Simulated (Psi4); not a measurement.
**C2H2F2 (SMILES F/C=C\F) at wB97X-D/pcseg-0 (sweep point 1)**

What is the vertical ionisation energy of C2H2F2 at wB97X-D/pcseg-0 (sweep point 1)? 

Program for the calculation: Psi4 1.11.

## 1. Starting point

C2H2F2 has 6 atoms, charge 0, and is taken as a singlet. As SMILES, `F/C=C\F`. The shape is that of a GFN2-xTB optimisation.

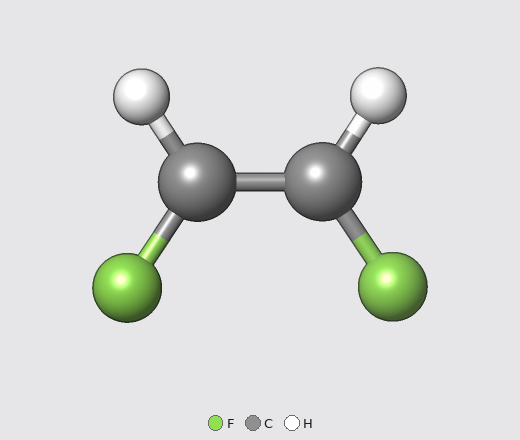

The structure, seen from a chosen angle (fluorine green, carbon grey, hydrogen white).

## 2. A single-point energy at wB97X-D/pcseg-0 (sweep point 1)

Contents of c2h2f2.in:

```
memory 1600 MB

molecule mol {
  0 1
  F      0.192360    -0.836360    -1.520840
  C      0.405210     0.027280    -0.525710
  C     -0.327390     0.076410     0.572410
  F     -1.362570    -0.733090     0.808990
  H      1.239650     0.687180    -0.705780
  H     -0.147270     0.778580     1.370930
  units angstrom
  symmetry c1
}

set {
  basis                pcseg-0
  puream               true
  scf_type             pk
  dft_radial_points    99
  dft_spherical_points 590
}

e_tot = energy('wb97x-d')
```

The run is started by

```console
psi4 c2h2f2.in c2h2f2.out -n 1
```

c2h2f2.out:

```text
[...]
  Running in c1 symmetry.
[...]
  Nuclear repulsion =  113.607617687594839
[...]
  Multiplicity = 1
[...]
  Nalpha       = 16
  Nbeta        = 16
[...]
    Number of basis functions: 40
[...]
   @RKS iter   1:  -276.16226339262653   -4.03556e-01   7.31080e-03 DIIS/ADIIS
[...]
   @RKS iter   7:  -276.19675503207151   -8.85109e-09   3.67589e-07 DIIS
[...]
    Orbital Energies [Eh]
    ---------------------
    Doubly Occupied:
       1A    -24.834439     2A    -24.834129     3A    -10.390991
       4A    -10.390030     5A     -1.348753     6A     -1.334725
       7A     -0.899141     8A     -0.715541     9A     -0.660653
      10A     -0.633286    11A     -0.575821    12A     -0.575038
      13A     -0.538050    14A     -0.491620    15A     -0.460366
      16A     -0.348285
[...]
  @RKS Final Energy:  -276.19675503207151
   => Energetics <=
    Nuclear Repulsion Energy =            113.6076176875948391
    One-Electron Energy =                -606.0414669156853051
    Two-Electron Energy =                 238.9538220389058836
    DFT Exchange-Correlation Energy =     -22.7158319803575459
    Empirical Dispersion Energy =          -0.0008958625294023
    VV10 Nonlocal Energy =                  0.0000000000000000
    Total Energy =                       -276.1967550320715077
[...]
 Multipole Moments:
 ------------------------------------------------------------------------------------
     Multipole            Electronic (a.u.)      Nuclear  (a.u.)        Total (a.u.)
 ------------------------------------------------------------------------------------
 L = 1.  Multiply by 2.5417464519 to convert [e a0] to [Debye]
 Dipole X            :         -1.4956660            2.1242819            0.6286159
 Dipole Y            :         -2.0069431            2.8496707            0.8427276
 Dipole Z            :         -0.9111526            1.2928243            0.3816717
 Magnitude           :                                                    1.1184906
[...]
```

Wall time 7.5 s (1 thread of Intel Xeon Platinum 8259CL at 2.50GHz (Skylake/Cascade Lake), shared host); peak memory 0.55 GiB.

## 3. The doublet cation

Contents of input.dat:

```
memory 1600 MB

molecule m {
  1 2
  F      0.192360    -0.836360    -1.520840
  C      0.405210     0.027280    -0.525710
  C     -0.327390     0.076410     0.572410
  F     -1.362570    -0.733090     0.808990
  H      1.239650     0.687180    -0.705780
  H     -0.147270     0.778580     1.370930
  units angstrom
  symmetry c1
}

set basis pcseg-0
set reference uks
set puream true
set scf_type pk
set dft_radial_points 99
set dft_spherical_points 590
set maxiter 150

energy('wb97x-d')
```

The run is started by

```console
psi4 input.dat output.dat -n 1
```

output.dat:

```text
[...]
  Running in c1 symmetry.
[...]
  Nuclear repulsion =  113.607617687594839
[...]
  Multiplicity = 2
[...]
  Nalpha       = 16
  Nbeta        = 15
[...]
    Number of basis functions: 40
[...]
   @UKS iter   1:  -275.78495176653780   -2.62448e-02   4.86119e-03 DIIS/ADIIS
[...]
   @UKS iter   9:  -275.80957993798819   -6.05593e-09   6.26569e-07 DIIS
[...]
   @S^2 Observed:                7.520028473E-01
[...]
    Orbital Energies [Eh]
    ---------------------
    Alpha Occupied:
       1A    -25.174555     2A    -25.174297     3A    -10.743105
       4A    -10.742136     5A     -1.676611     6A     -1.661212
       7A     -1.249570     8A     -1.024916     9A     -0.972787
      10A     -0.949791    11A     -0.905819    12A     -0.880961
      13A     -0.863693    14A     -0.799264    15A     -0.773055
      16A     -0.689088
    Alpha Virtual:
      17A     -0.249384    18A     -0.158539    19A     -0.055339
      20A     -0.040593    21A      0.061850    22A      0.190730
      23A      0.208785    24A      0.376008    25A      0.426170
[...]
  @UKS Final Energy:  -275.80957993798819
   => Energetics <=
    Nuclear Repulsion Energy =            113.6076176875948391
    One-Electron Energy =                -595.8275144209781047
    Two-Electron Energy =                 228.8652398016647567
    DFT Exchange-Correlation Energy =     -22.4540271437402836
    Empirical Dispersion Energy =          -0.0008958625294023
    VV10 Nonlocal Energy =                  0.0000000000000000
    Total Energy =                       -275.8095799379881896
[...]
 Multipole Moments:
 ------------------------------------------------------------------------------------
     Multipole            Electronic (a.u.)      Nuclear  (a.u.)        Total (a.u.)
 ------------------------------------------------------------------------------------
 L = 1.  Multiply by 2.5417464519 to convert [e a0] to [Debye]
 Dipole X            :         -1.0476750            2.1242819            1.0766069
 Dipole Y            :         -1.4061384            2.8496707            1.4435323
 Dipole Z            :         -0.6384760            1.2928243            0.6543482
 Magnitude           :                                                    1.9159957
[...]
```

It took 11 s on 1 thread of Intel Xeon Platinum 8259CL at 2.50GHz (Skylake/Cascade Lake), shared host; peak memory 0.55 GiB.

## 4. Summary of results

Level: wB97X-D/pcseg-0 (sweep point 1).

| quantity | value |
| --- | --- |
| singlet C2H2F2: total energy | -276.19676 Eh |
| singlet C2H2F2: dipole moment | 2.84 D |
| singlet C2H2F2: HOMO energy | -9.48 eV |
| singlet C2H2F2: LUMO energy | 2.32 eV |
| singlet C2H2F2: HOMO–LUMO gap | 11.80 eV |
| singlet C2H2F2: dispersion energy | -2.35 kJ/mol |
| doublet cation: total energy | -275.80958 Eh |
| doublet cation: HOMO energy (highest over α and β) | -18.75 eV |
| doublet cation: LUMO energy (lowest over α and β) | -11.58 eV |
| doublet cation: dispersion energy | -2.35 kJ/mol |
| doublet cation: ⟨S²⟩ | 0.752 |
| vertical ionisation energy (to the doublet cation) | 10.536 eV |

What this shows: Removing an electron at fixed nuclei costs 10.54 eV (243 kcal/mol). −ε(HOMO) before ionisation, 9.48 eV, is 1.06 eV below this ionisation energy.
